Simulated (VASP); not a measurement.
Band structure of PbI2 (space group P6_3mc). Calculation: modified Becke-Johnson potential (mBJ) with spin-orbit coupling, VASP's PBE PAW potentials (set 64) (plane waves; VASP).

mBJ is a potential without an energy functional, so only the levels count. The path is coarsely sampled, so an indirect gap can come out somewhat too large.

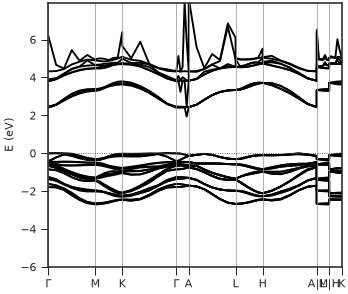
Figure. Bands along high-symmetry lines, zero at the valence-band maximum or, without a gap, the Fermi level

Question: Read the plot: is there a gap, and where are the band edges?

Answer: The gap is indirect, 1.93 eV, from the valence maximum at K-Γ at 0.83 to the conduction minimum at Γ-A at 0.83.

The structure comes from a computed database's PbI2 entry (P6_3mc); how it stands against other phases isn't given here. It was relaxed first, which changed the volume by +8 %. The cell's shape comes from a PBE relaxation.
